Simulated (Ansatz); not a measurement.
# What KVSe3 in P4mm, a phase reached by a soft mode distorts into, part 3 of 3

Wanted: the energy along a soft mode of KVSe3 in P4mm, a phase reached by a soft mode and the structure at the end.

Ansatz 0.2.0; DFT PBEsol, scalar-relativistic, plane waves, PAW; PAW set soft_1.

So far. Step 5 (Energy along the mode, all amplitudes (two of the runs …): The lowest of the steps tried is at 0.22 Å, 7.18 meV/atom below the parent; the bottom of the well need not coincide with a step. Step 7 (The new phase in its own primitive cell): The largest force component left is 0.78 meV/Å and the pressure is 0.002 GPa, within the tolerances set. The cell now holds 25.06 Å³/atom.

The structure was built from a prototype and need not be the compound's stable phase.

## Step 8: Modes of the new phase

A relaxed structure may still be a saddle point, so its zone-centre modes are computed. No field response is asked, since the mesh shows no gap.

File input.yaml:

```yaml
crystal:
  lattice:
    - [4.7752068103, 0.0, -0.0059851472]
    - [0.0, 4.5208238685, 0.0]
    - [-0.5224807263, 0.0, 5.8043397119]
  atoms:
    - { symbol: K, position: [0.001990904, 0.0, 0.0028098447] }
    - { symbol: V, position: [0.5516235971, 0.5, 0.4039900534] }
    - { symbol: Se, position: [0.0159017314, 0.5, 0.5198032812] }
    - { symbol: Se, position: [0.5066668189, 0.5, 0.0232492997] }
    - { symbol: Se, position: [0.4417952338, 0.0, 0.5315567709] }
kpoints:
  mp_grid: { grid: [8, 8, 6] }
hamiltonian:
  xc: pbesol
  pseudopotentials: { kind: paw, azcp: { folder: soft_1 }, xc_functional: pbe }
scf:
  occupations: { method: methfessel_paxton, width: 0.2 }
output:
  eigenvalues: true
phonons:
  method: dfpt
```

Started as:

```
ansatz run input.yaml --threads 8 --pin off --max-ram 16384MiB --backend cpu --events-out ev --progress --plain --runs-dir out
```

Numbers of over 12 decimals in the logs are rounded to 6 here.

What it wrote:

```text
[...]
Crystal: 5 atoms, lattice volume = 125.289 Å³
Basis set: ecut = 420 eV, 2425 PW (Γ), exchange–correlation on 64×64×80 points (8 copies of the dense FFT grid, shifted against one another)
Bands: 42, of which v1, the nominal top of the filled ones, is band 35 counted from 1 (34 counted from 0)
Symmetry: 2 space group operations
k-points: 130 of 384 (time reversal used)
[...]
SCF iter   1: F=—  HF=-20683.910080 eV  |F-HF|=—  |Δ(HF+E_count)|=         —  Δρ=2.05e-1  dr2=9.45e1  ethr=3.10e-3  ⟨swp⟩=7.1  Hψ=20594  notcnv=0
[...]
SCF iter  18: F=-20677.391016 eV  HF=-20677.391016 eV  |F-HF|=7.28e-12  |Δ(HF+E_count)|=    0.00e0  S|Δr|=    0.00e0  Δρ=5.87e-8  dr2=8.58e-12  ethr=1.00e-12  ⟨swp⟩=9.6  Hψ=28106  notcnv=0
SCF 1 converged in 18 iterations: F = -20677.391016 eV  dr2 = 8.58e-12
[...]
SCF converged after 18 iterations
[...]
Free energy (F): -20677.391016 eV
[...]
Internal energy: -20677.395786 eV  (E = F + TS)
E sigma→0 (E₀):  -20677.392209 eV
Entropy (-TS):   0.004770 eV (0.954 meV/atom)
Fermi energy:    7.494589 eV
[...]
--- Band table (eV; the first three rows and the last of 130) ---
  k-point 0: bands = [... 31 lower, 5.2540, 5.6313, 5.9843, 6.7913, 7.6000, 8.5738, 8.9461, 9.4493, ... 3 higher]
  k-point 1: bands = [... 31 lower, 5.2386, 5.5786, 5.9804, 6.7521, 7.6335, 8.5645, 9.0038, 9.3120, ... 3 higher]
  k-point 2: bands = [... 31 lower, 5.2076, 5.4552, 5.9739, 6.7203, 7.7051, 8.5572, 9.0241, 9.3059, ... 3 higher]
  k-point 129: bands = [... 31 lower, 4.7845, 6.5560, 6.7209, 7.6079, 7.6336, 8.0337, 8.7031, 8.9038, ... 3 higher]
[...]
ASR residual: 7.295e-5 → 0.000e0 eV/Å²; symmetrization residual: 6.328e-6 eV/Å²
  ASR residual per site (eV/Å²): 1.83e-5 9.81e-6 5.73e-5 2.65e-5 7.30e-5
[...]
```

Wall time 2.3 min (8 threads of Arm Neoverse V2, shared host); peak memory 2.4 GiB; 17 min of CPU time.

Numbers from this step:

- sum-rule residual before enforcement: 7.30e-5 eV/Å²
- point group: m
- highest optical mode at the zone centre (no LO-TO term): 376.0 cm⁻¹
- lowest optical zone-centre mode: 57.68 cm⁻¹

Patterns of degenerate modes are one choice out of their space. Modes at Γ, with each element's share of the kinetic energy:

| mode | frequency (cm⁻¹) | symmetry | K % | V % | Se % |
| --- | --- | --- | --- | --- | --- |
| 1 | 0.0 | acoustic | 12 | 16 | 72 |
| 2 | 0.0 | acoustic | 12 | 16 | 72 |
| 3 | 0.0 | acoustic | 12 | 16 | 72 |
| 4 | 57.7 | A' | 20 | 1 | 79 |
| 5 | 63.5 | A' | 78 | 3 | 19 |
| 6 | 64.7 | A'' | 20 | 1 | 80 |
| 7 | 91.1 | A' | 18 | 4 | 79 |
| 8 | 115.1 | A'' | 32 | 23 | 45 |
| 9 | 116.8 | A' | 2 | 16 | 81 |
| 10 | 134.6 | A'' | 36 | 8 | 55 |
| 11 | 135.3 | A' | 56 | 1 | 43 |
| 12 | 157.4 | A' | 2 | 17 | 82 |
| 13 | 235.4 | A'' | 0 | 53 | 47 |
| 14 | 293.8 | A' | 0 | 61 | 39 |
| 15 | 376.0 | A' | 0 | 66 | 34 |

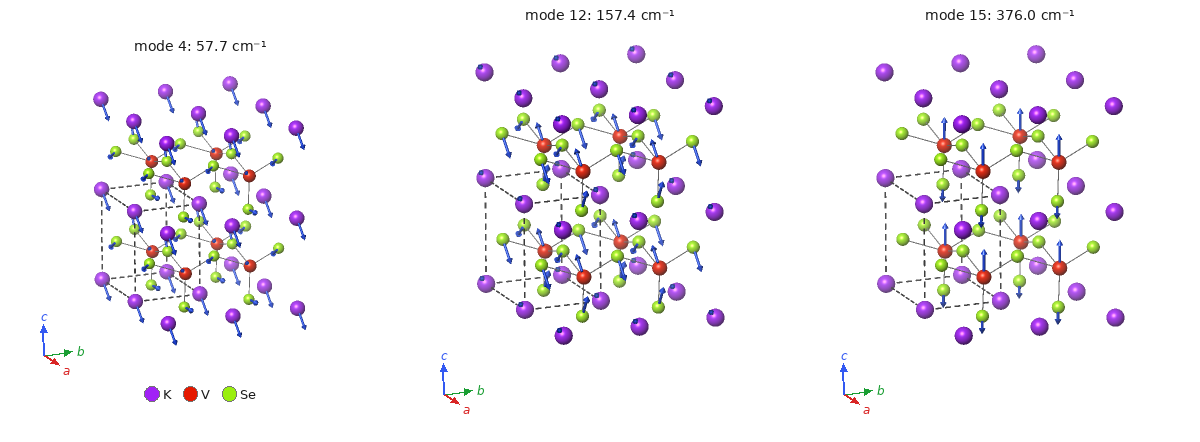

Displacement patterns of modes 4, 12 and 15 at Γ; arrows are exaggerated. 2×2×2 cells are drawn. Some periodic images of atoms are drawn too.

Before it was imposed, the acoustic sum rule was missed by 7.3e-5 eV/Å². Small misses are needed for a sound result but don't prove that mesh and cutoff are converged. The lowest optical mode is real, 57.7 cm⁻¹.

## Step 9: The phases reached

The phases reached along the modes that were followed are set side by side.

Energies are those of the first relaxation, on the mesh of the frozen mode; space group, volume and gap are those of the last relaxation. Phases, by row:

| mode frozen in | space group | energy from parent (meV/atom) | volume (Å³/atom) | gap on mesh (eV) | lowest zone-centre optical mode (cm⁻¹) | largest shift (Å) |
| --- | --- | --- | --- | --- | --- | --- |
| parent | P4mm | 0 | 24.63 | 0 | – | – |
| q = (0, 0, 0), 77i cm⁻¹ | Cm | -10.36 | 24.98 | 0 | -60.4 | 0.177 |
| q = (0, 0, 0), 77i cm⁻¹ | Pm | -19.83 | 25.06 | 0 | 57.7 | 0.303 |

## Step 10: Outcome

- unstable mode of the parent: q = (0, 0, 0), 77i cm⁻¹
- depth at the lowest point sampled: 7.18 meV/atom
- largest atomic shift at that point: 0.22 Å
- space group reached (within 0.01 Å): Pm
- energy gained over the parent (first relaxation, on the mesh of the frozen mode): 19.8 meV/atom
- volume per atom, phase reached: 25.1 Å³
- lowest optical zone-centre mode, phase reached: 57.7 cm⁻¹
- highest optical mode at the zone centre (no LO-TO term), phase reached: 376 cm⁻¹

**Reading.** Along this mode the structure falls into Pm, 19.8 meV/atom below the parent. At the parent's cell the well is 7.179 meV/atom deep on the steps tried, with its lowest point at a shift of 0.22 Å. Relaxing atoms and cell changes the gain by +12.65 meV/atom against the lowest step (energies at zero smearing). Most of the total comes from this relaxation. The new phase has no imaginary mode at the zone centre of its cell; other wavevectors were not checked. Of the 2 patterns followed to their end from this parent, this one reaches the lowest energy. Each path keeps the symmetry of its pattern, so a lower phase may lie along a pattern not tried. With no gap, or one that is small against the smearing, the frequencies hang on the k mesh and the smearing, most of all near Kohn anomalies. The phonon runs are without spin polarisation, although V often carries a moment. The PAW files were made for PBE and serve the other functionals too. The starting cell was built on a prototype and not taken from a measurement, so the phase need not exist.

[Logs are printed without paths, hosts, clocks, repeated set-up lines and the standing remarks that a program may print on its own settings, such as how far it seeks lower states.]

[Hosts, paths, dates, database ids (printed as entryN), source tags and the programs' standing remarks are cut or masked in the printed files.]
